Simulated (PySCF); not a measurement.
# C8H12OSi (SMILES CO[SiH2]c1ccc(C)cc1): what the fields show

```xyz
22

C     4.1720    0.8734    0.4335
O     2.8183    0.5996    0.2601
Si    2.1204   -0.8525    0.0678
C     0.2955   -0.4393   -0.0568
C    -0.6223   -1.4698   -0.2318
C    -1.9771   -1.2180   -0.3157
C    -2.4635    0.0821   -0.2271
C    -3.9368    0.3473   -0.2988
C    -1.5532    1.1158   -0.0564
C    -0.1970    0.8581    0.0270
H     4.5213    0.4949    1.3972
H     4.3080    1.9553    0.4033
H     4.7711    0.4138   -0.3561
H     2.4024   -1.7357    1.2103
H     2.6225   -1.5180   -1.1434
H    -0.2625   -2.4863   -0.3028
H    -2.6714   -2.0363   -0.4502
H    -4.1354    1.4077   -0.4330
H    -4.3869   -0.2029   -1.1233
H    -4.4215    0.0216    0.6221
H    -1.9115    2.1341    0.0128
H     0.4972    1.6744    0.1595
```

Geometry: GFN2-xTB.

These are results of PBE0/pcSseg-1, SCF density, gas phase, non-relativistic (PySCF 2.14.0), not measurements.

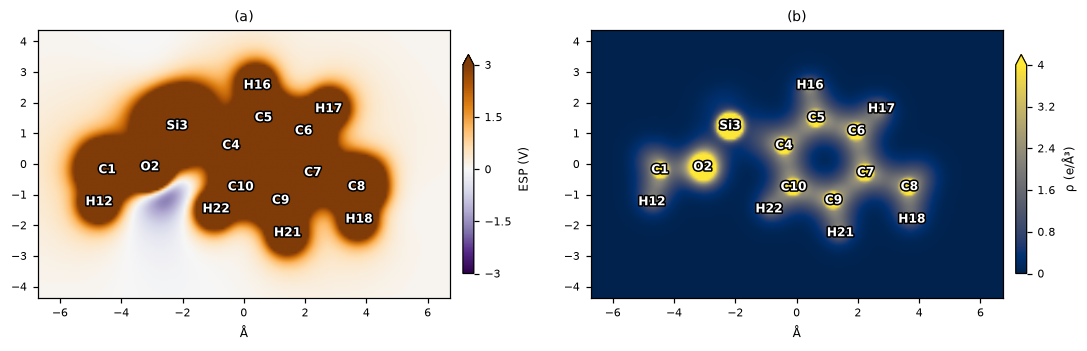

Figure 1. (a) electrostatic potential; (b) total electron density on the plane of atoms C7, C9 and C10.

**Read the bonding off the picture.**

- The plane passes through C, O, Si and H nuclei.
- C–C (1.38 Å): the density is about 2.1 e/Å³ at the midpoint.
- C–O (1.39 Å): the density is about 2.1 e/Å³ at the midpoint, with its minimum of 1.8 e/Å³ about 0.5 Å from C.
- Si–O (1.62 Å): ρ is about 1.2 e/Å³ halfway.
- C–Si (1.88 Å): the density is about 0.97 e/Å³ at the midpoint.
- C–H (1.08 Å): the density is about 2.1 e/Å³ at the midpoint.
- Outside the dense part of the molecule the potential is most negative (−1.6 V) near O2.

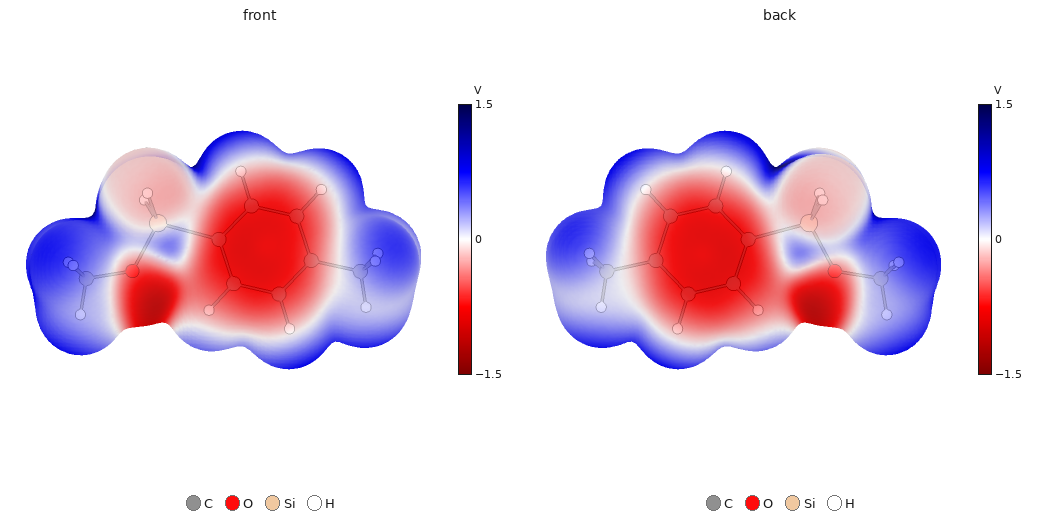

Figure 2. The molecular electrostatic potential painted on the density surface at 0.002 e/bohr³, seen from the front and from behind; the colour scale runs from red (negative) to blue (positive).

**Describe the electrostatic potential map.**

The most negative region (about −1.1 V, or −25 kcal/mol for a unit charge) lies over O2, the most positive (about +1.3 V, or +30 kcal/mol for a unit charge) over Si3. O2 is the likeliest acceptor of a hydrogen bond.

**How polar is the molecule by this calculation?**

Its dipole moment is 0.25 D.
